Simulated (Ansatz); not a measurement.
# BF2···FH3Si (doublet): what the fields show

Input file:

```
crystal:
  periodic: [false, false, false]
  atoms:
    - { symbol: B, position_ang: [0.0, 0.0, 0.0] }
    - { symbol: F, position_ang: [0.0, 0.0, 1.57] }
    - { symbol: F, position_ang: [1.1431, 0.0, -0.66] }
    - { symbol: F, position_ang: [-1.1431, 0.0, -0.66] }
    - { symbol: Si, position_ang: [0.0, 0.0, 3.46] }
    - { symbol: H, position_ang: [-0.7436, -1.1581, 3.9474] }
    - { symbol: H, position_ang: [1.3747, -0.0649, 3.9474] }
    - { symbol: H, position_ang: [-0.6311, 1.223, 3.9474] }
magnetization:
  spin_polarized: true
  initial_magnetization: 1
basis:
  gaussian: { orbitals: "6-31G*" }
hamiltonian:
  xc: pbe
  dispersion: d4
relax:
  f_tol: 0.15
  max_steps: 25
  restrain:
    - { distance: [1, 4], at: 1.59, k: 30.0 }
    - { distance: [0, 1], at: 2.52, k: 30.0 }
output:
  orbitals: {}
```

Launched as:

```sh
ansatz run input.yaml --threads 2 --pin off --max-ram 3072MiB --backend cpu --events-out ev --progress --plain --runs-dir out
```

The fields are those of the run's last geometry, not of the input's.

Not at a stationary point (largest force 0.7 eV/Å).

The calculation used UKS PBE-D4/6-31G* in Ansatz.

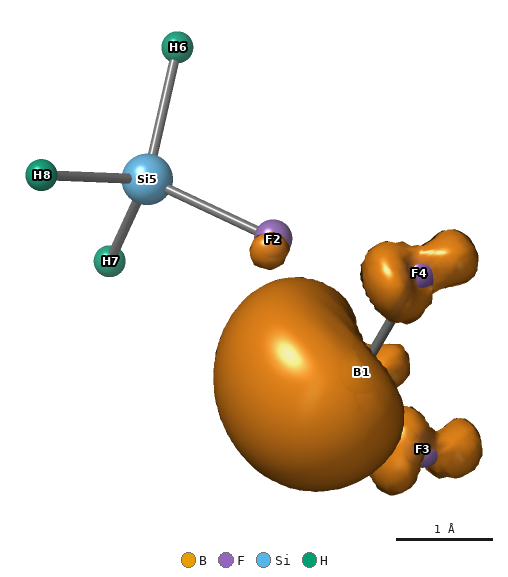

Figure 1. Isosurface of the spin density at +0.04 e/Å³ (orange), seen at an oblique angle.

Question: Where is the unpaired spin?

Answer: The unpaired spin (1 electron) lies mostly on B1 (about 0.8), F4 (about 0.1) and F3 (about 0.1), in electrons by Hirshfeld's partition.

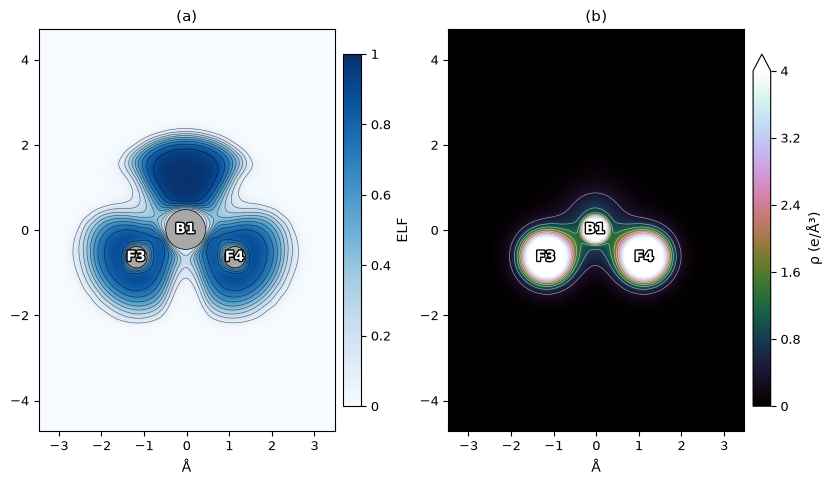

Figure 2. (a) electron localisation function; (b) total electron density on the plane of atoms F3, B1 and F4. Grey discs cover the atomic cores in the ELF map.

Question: What does the map show?

Answer: The section cuts through B and F sites.
B–F (1.33 Å): the density is about 2.2 e/Å³ at the midpoint; the ELF peaks at about 0.85 between the atoms; a shared but strongly polarised pair.
The ELF also peaks beside F3, F4 and B1, away from the bonds: non-bonding electrons, paired or unpaired.

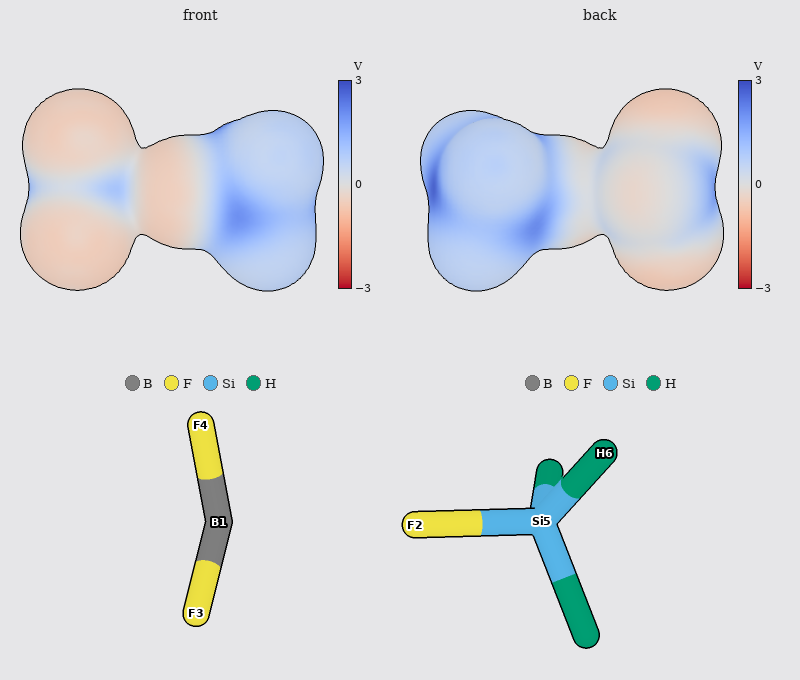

Figure 3. The electrostatic potential painted on the density surface at 0.004 e/bohr³, seen from the front and from behind; red is negative and blue positive. The bare structure is drawn below in the same view.

Question: Describe the electrostatic potential map.

Answer: The most negative region (about −0.6 V) lies over F3 and F4, the most positive (about +2.4 V) over Si5.

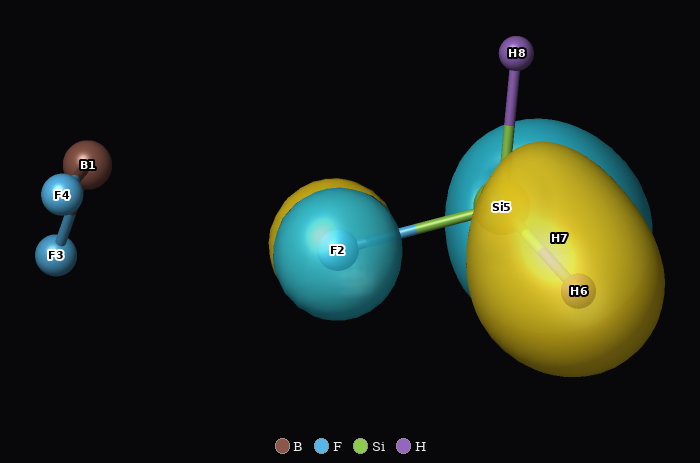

Figure 4. The HOMO (β) at ±0.15 Å⁻³ᐟ² (yellow and cyan are the two phases), seen from one side.

Question: What is the character of this orbital?

Answer: By Hirshfeld shares it lies mainly on Si5 (about 30 %), H7 (about 25 %), F2 (about 20 %) and H6 (about 20 %). Its energy is −8.33 eV.
